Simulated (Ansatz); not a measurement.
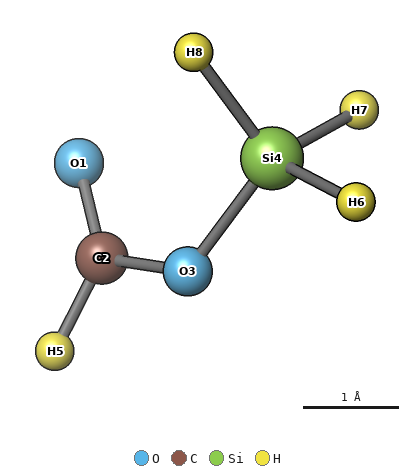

Figure 1. The structure as given in the input (ball-and-stick view, seen at a tilt; atoms are numbered from 1 in the order of the input).

## Run report: CH4O2Si, geometry relaxation (part 1 of 2)

The run: geometry relaxation of CH4O2Si, SMILES O=CO[SiH3]. Method and program: RKS PBE/def2-SVP (Ansatz 0.2.0).

It belongs to a series of runs on one base structure; here: end point A relaxed. Figures and captions count atoms from 1; the log counts them from 0 in places.

**The input**
```yaml
crystal:
  periodic: [false, false, false]
  atoms:
    - { symbol: O, position_ang: [1.5031, -0.2613, 1.3767] }
    - { symbol: C, position_ang: [1.4483, 0.3055, 0.2621] }
    - { symbol: O, position_ang: [0.3877, 0.4097, -0.6144] }
    - { symbol: Si, position_ang: [-1.0074, -0.1925, -0.2752] }
    - { symbol: H, position_ang: [2.339, 0.7822, -0.2016] }
    - { symbol: H, position_ang: [-1.9701, 0.0947, -1.4279] }
    - { symbol: H, position_ang: [-0.9871, -1.6725, -0.0915] }
    - { symbol: H, position_ang: [-1.6213, 0.4771, 0.9161] }
basis:
  gaussian: { orbitals: def2-SVP }
hamiltonian:
  xc: pbe
relax:
  f_tol: 0.015
  max_steps: 40
output:
  orbitals: {}
```

Machine: 1 thread of Arm Neoverse V1, 24 GiB of memory available, shared host.

Launch command:
```bash
ansatz run input.yaml --threads 1 --pin off --max-ram 2048MiB --backend cpu --events-out ev --progress --plain --runs-dir out
```

**Log**
```
The last accepted step is kept in [file] (removed where the run ends without a failure and the disk answers)
Engine: ansatz 0.2.0, aarch64-unknown-linux-gnu
Functional definition: PBE
  parameter kappa = 0.804
  parameter beta = 0.06672455060314922
  exchange = pbe_x(kappa = kappa, mu = beta*pi^2/3)
  correlation = pbe_c(beta = beta)
872 factors; their error is unknown
mean field evaluation 1: about -13052.8153 eV, gradient 5.3e1 eV
mean field evaluation 2: about -13035.6657 eV, gradient 1.1e2 eV
mean field evaluation 4: about -13057.5920 eV, gradient 1.1e1 eV
mean field evaluation 8: about -13057.8221 eV, gradient 1.3e-1 eV
mean field evaluation 16: about -13057.7698 eV, gradient 9.0e-5 eV
mean field -13057.76979107 eV, -479.8641889475 hartree, gradient 8.2e-6 eV, S^2 0.000000; 0 other end points of the search recorded, 0 dependent functions left out
the calculation of the forces begins
reference -13057.76982069 eV, -479.8641900361 hartree; 20, 20 occupied and 60, 60 virtual orbitals, 872 factors
relax step   1: F+E_penalty+E_count = -13057.76979107 eV  Δ(F+E_penalty+E_count) = +0.000e0 eV  max|allowed force component| = 6.450e0 eV/Å  Δτ_max = 0.0000 Å  (26 SCF iters, accepted)
these checks for a lower state are left out or cut short: starts, cluster_reference, orbital_swaps, neighbouring_geometries, increment
872 factors; their error is unknown
mean field -13058.20300700 eV, -479.8801093394 hartree, gradient 2.5e-5 eV, S^2 0.000000; 0 other end points of the search recorded, 0 dependent functions left out
the calculation of the forces begins
reference -13058.20303633 eV, -479.8801104172 hartree; 20, 20 occupied and 60, 60 virtual orbitals, 872 factors
relax step   2: F+E_penalty+E_count = -13058.20300700 eV  Δ(F+E_penalty+E_count) = -4.332e-1 eV  max|allowed force component| = 3.290e0 eV/Å  Δτ_max = 0.0734 Å  (29 SCF iters, accepted)
these checks for a lower state are left out or cut short: starts, cluster_reference, orbital_swaps, neighbouring_geometries, increment
872 factors; their error is unknown
mean field evaluation 32: about -13058.3247 eV, gradient 2.0e-5 eV
mean field -13058.32472784 eV, -479.8845824977 hartree, gradient 2.0e-5 eV, S^2 0.000000; 0 other end points of the search recorded, 0 dependent functions left out
the calculation of the forces begins
reference -13058.32475736 eV, -479.8845835824 hartree; 20, 20 occupied and 60, 60 virtual orbitals, 872 factors
relax step   3: F+E_penalty+E_count = -13058.32472784 eV  Δ(F+E_penalty+E_count) = -1.217e-1 eV  max|allowed force component| = 1.395e0 eV/Å  Δτ_max = 0.1281 Å  (35 SCF iters, accepted)
these checks for a lower state are left out or cut short: starts, cluster_reference, orbital_swaps, neighbouring_geometries, increment
872 factors; their error is unknown
mean field -13058.35530821 eV, -479.8857063057 hartree, gradient 1.9e-5 eV, S^2 0.000000; 0 other end points of the search recorded, 0 dependent functions left out
the calculation of the forces begins
reference -13058.35533778 eV, -479.8857073921 hartree; 20, 20 occupied and 60, 60 virtual orbitals, 872 factors
relax step   4: F+E_penalty+E_count = -13058.35530821 eV  Δ(F+E_penalty+E_count) = -3.058e-2 eV  max|allowed force component| = 7.381e-1 eV/Å  Δτ_max = 0.1676 Å  (34 SCF iters, accepted)
these checks for a lower state are left out or cut short: starts, cluster_reference, orbital_swaps, neighbouring_geometries, increment
872 factors; their error is unknown
mean field -13058.43149427 eV, -479.8885060915 hartree, gradient 1.8e-5 eV, S^2 0.000000; 0 other end points of the search recorded, 0 dependent functions left out
the calculation of the forces begins
reference -13058.43152401 eV, -479.8885071847 hartree; 20, 20 occupied and 60, 60 virtual orbitals, 872 factors
relax step   5: F+E_penalty+E_count = -13058.43149427 eV  Δ(F+E_penalty+E_count) = -7.619e-2 eV  max|allowed force component| = 6.320e-1 eV/Å  Δτ_max = 0.1999 Å  (28 SCF iters, accepted)
these checks for a lower state are left out or cut short: starts, cluster_reference, orbital_swaps, neighbouring_geometries, increment
872 factors; their error is unknown
mean field -13058.43225955 eV, -479.8885342153 hartree, gradient 2.1e-5 eV, S^2 0.000000; 0 other end points of the search recorded, 0 dependent functions left out
the calculation of the forces begins
reference -13058.43228953 eV, -479.8885353168 hartree; 20, 20 occupied and 60, 60 virtual orbitals, 872 factors
relax step   6: F+E_penalty+E_count = -13058.43225955 eV  Δ(F+E_penalty+E_count) = -7.653e-4 eV  max|allowed force component| = 3.713e-1 eV/Å  Δτ_max = 0.0500 Å  (27 SCF iters, accepted)
these checks for a lower state are left out or cut short: starts, cluster_reference, orbital_swaps, neighbouring_geometries, increment
872 factors; their error is unknown
mean field -13058.43359683 eV, -479.8885833595 hartree, gradient 1.4e-5 eV, S^2 0.000000; 0 other end points of the search recorded, 0 dependent functions left out
the calculation of the forces begins
reference -13058.43362671 eV, -479.8885844573 hartree; 20, 20 occupied and 60, 60 virtual orbitals, 872 factors
relax step   7: F+E_penalty+E_count = -13058.43359683 eV  Δ(F+E_penalty+E_count) = -1.337e-3 eV  max|allowed force component| = 2.091e-1 eV/Å  Δτ_max = 0.0739 Å  (28 SCF iters, accepted)
these checks for a lower state are left out or cut short: starts, cluster_reference, orbital_swaps, neighbouring_geometries, increment
872 factors; their error is unknown
mean field evaluation 64: about -13058.4882 eV, gradient 5.5e-2 eV
mean field -13058.43928024 eV, -479.8887922206 hartree, gradient 2.7e-5 eV, S^2 0.000000; 0 other end points of the search recorded, 0 dependent functions left out
the calculation of the forces begins
reference -13058.43930998 eV, -479.8887933138 hartree; 20, 20 occupied and 60, 60 virtual orbitals, 872 factors
relax step   8: F+E_penalty+E_count = -13058.43928024 eV  Δ(F+E_penalty+E_count) = -5.683e-3 eV  max|allowed force component| = 3.937e-2 eV/Å  Δτ_max = 0.0643 Å  (28 SCF iters, accepted)
these checks for a lower state are left out or cut short: starts, cluster_reference, orbital_swaps, neighbouring_geometries, increment
872 factors; their error is unknown
mean field -13058.43942568 eV, -479.8887975657 hartree, gradient 1.8e-5 eV, S^2 0.000000; 0 other end points of the search recorded, 0 dependent functions left out
the calculation of the forces begins
reference -13058.43945545 eV, -479.8887986596 hartree; 20, 20 occupied and 60, 60 virtual orbitals, 872 factors
relax step   9: F+E_penalty+E_count = -13058.43942568 eV  Δ(F+E_penalty+E_count) = -1.454e-4 eV  max|allowed force component| = 2.690e-2 eV/Å  Δτ_max = 0.0069 Å  (29 SCF iters, accepted)
these checks for a lower state are left out or cut short: starts, cluster_reference, orbital_swaps, neighbouring_geometries, increment
872 factors; their error is unknown
mean field -13058.43946152 eV, -479.8887988825 hartree, gradient 1.4e-5 eV, S^2 0.000000; 0 other end points of the search recorded, 0 dependent functions left out
the calculation of the forces begins
reference -13058.43949129 eV, -479.8887999766 hartree; 20, 20 occupied and 60, 60 virtual orbitals, 872 factors
relax step  10: F+E_penalty+E_count = -13058.43946152 eV  Δ(F+E_penalty+E_count) = -3.583e-5 eV  max|allowed force component| = 2.810e-2 eV/Å  Δτ_max = 0.0040 Å  (22 SCF iters, accepted)
these checks for a lower state are left out or cut short: starts, cluster_reference, orbital_swaps, neighbouring_geometries, increment
872 factors; their error is unknown
mean field -13058.43946888 eV, -479.8887991531 hartree, gradient 5.1e-5 eV, S^2 0.000000; 0 other end points of the search recorded, 0 dependent functions left out
the calculation of the forces begins
reference -13058.43949865 eV, -479.8888002472 hartree; 20, 20 occupied and 60, 60 virtual orbitals, 872 factors
relax step  11: F+E_penalty+E_count = -13058.43946888 eV  Δ(F+E_penalty+E_count) = -7.362e-6 eV  max|allowed force component| = 5.126e-3 eV/Å  Δτ_max = 0.0009 Å  (19 SCF iters, accepted)
872 factors; their error is unknown
mean field evaluation 96: about -13058.4920 eV, gradient 1.3e-1 eV
```

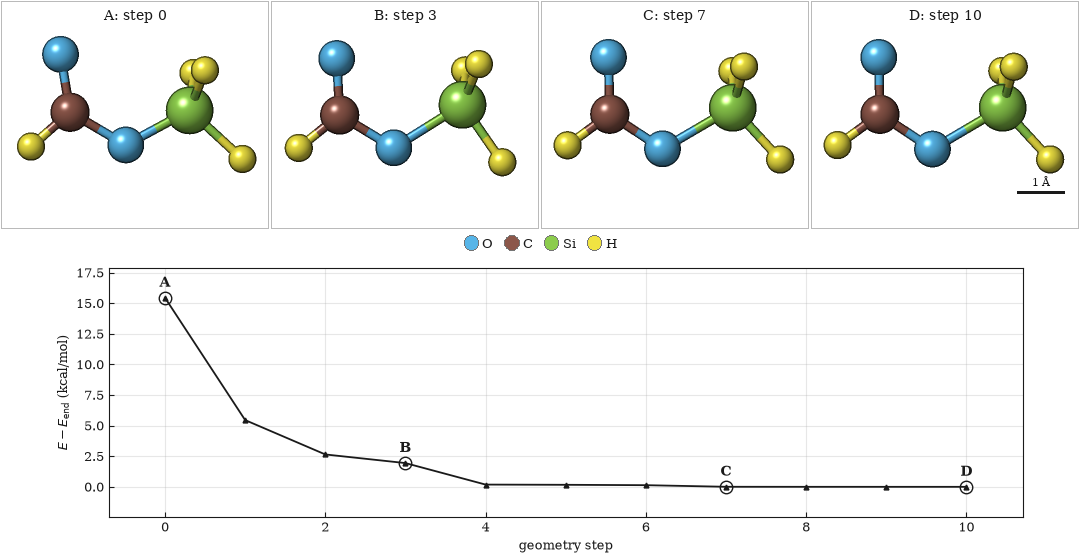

Figure 2. Frames of the relaxation (ball-and-stick view, seen on its broad side) above the curves, on which the letters mark them (the first geometry is step 0 here and step 1 in the log).

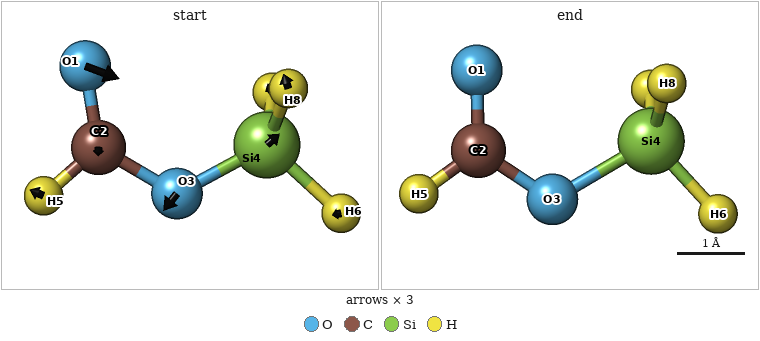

Figure 3. Before (left) and after (right) the relaxation, at one scale (ball-and-stick view, seen on its broad side). The black arrows give the displacements, magnified 3 times. After 10 geometry steps the energy has fallen by 15.4 kcal/mol. Largest force component: 6.5 eV/Å at the start, 0.0051 eV/Å at the end. The atom that moves furthest after the best rigid fit is O1 (0.19 Å). Largest moves by element: O 0.19 Å, Si 0.09 Å, H 0.08 Å, C 0.05 Å. Among the contacts that change: O3–Si4 1.557 → 1.745 Å, O1–C2 1.252 → 1.213 Å, C2–O3 1.380 → 1.345 Å, Si4–H6 1.529 → 1.496 Å. Among the angles that change: O3–Si4–H6 109.1° → 102.2°, H6–Si4–H8 104.9° → 110.8°, C2–O3–Si4 121.4° → 116.3°. (Atoms are counted from 1 in the order of the input.)

```
mean field -13058.43946888 eV, -479.8887991531 hartree, gradient 5.1e-5 eV, S^2 0.000000; 1 other end points of the search recorded, 0 dependent functions left out
the calculation of the forces begins
reference -13058.43949865 eV, -479.8888002472 hartree; 20, 20 occupied and 60, 60 virtual orbitals, 872 factors
Total energy: -13058.43949865 eV, -479.8888002472 hartree
Atom 0 at     1.337471    -0.240974     1.290950 Å, force    -0.000113    -0.000780     0.002085 eV/Å
Atom 1 at     1.458030     0.313555     0.218414 Å, force     0.000764     0.001355    -0.005126 eV/Å
Atom 2 at     0.467606     0.453736    -0.680216 Å, force     0.000746     0.000266     0.001812 eV/Å
Atom 3 at    -1.079008    -0.220501    -0.235570 Å, force    -0.001215     0.000359    -0.001268 eV/Å
Atom 4 at     2.405461     0.777172    -0.158287 Å, force    -0.000011    -0.000357     0.001458 eV/Å
Atom 5 at    -1.922016     0.106678    -1.427405 Å, force    -0.000062    -0.000075     0.000122 eV/Å
Atom 6 at    -0.967398    -1.702611    -0.054670 Å, force     0.000042    -0.000736     0.000634 eV/Å
Atom 7 at    -1.607945     0.455845     0.991083 Å, force    -0.000152    -0.000033     0.000283 eV/Å
Dipole moment:    -0.126232     0.077040    -0.236677 e Å
```
